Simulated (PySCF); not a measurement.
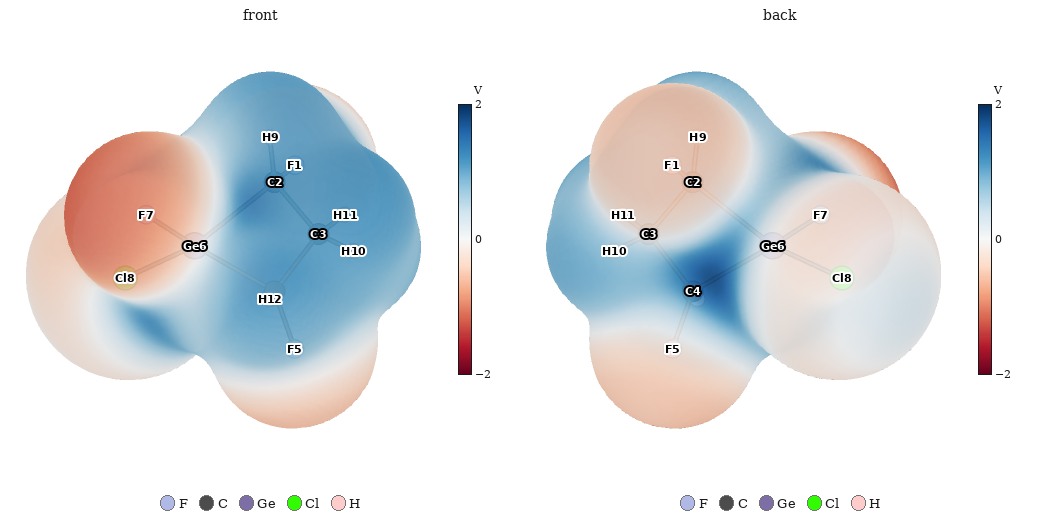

Figure 1: C3H4ClF3Ge. The molecular electrostatic potential painted on the density surface at 0.001 e/bohr³, seen from the front and from behind; the colour scale runs from red (negative) to blue (positive).

Geometry: GFN2-xTB.

These are results of PBE0/def2-SVPD, SCF density, gas phase in PySCF, not measurements.

```xyz
12

F    -0.3971    1.9766    1.2153
C     0.0051    1.2504    0.1330
C    -1.0674    0.2634   -0.3428
C    -0.4257   -1.1291   -0.3549
F    -1.1229   -2.0320    0.3929
Ge    1.3208   -0.3427    0.5036
F     2.5093   -0.2814   -0.8504
Cl    2.4711   -0.8986    2.1913
H     0.3427    1.9651   -0.6205
H    -1.8873    0.2641    0.3772
H    -1.4500    0.5341   -1.3253
H    -0.2976   -1.5706   -1.3455
```

### Describe the electrostatic potential map.

The most negative region (about −1.1 V) lies over F7, the most positive (about +1.6 V) over Ge6. Cl8 shows a σ-hole: about +0.3 V at the tip opposite its bond, against about −0.2 V on its flanks.

### What dipole moment does the calculation give?

Its dipole moment is 2.30 D.
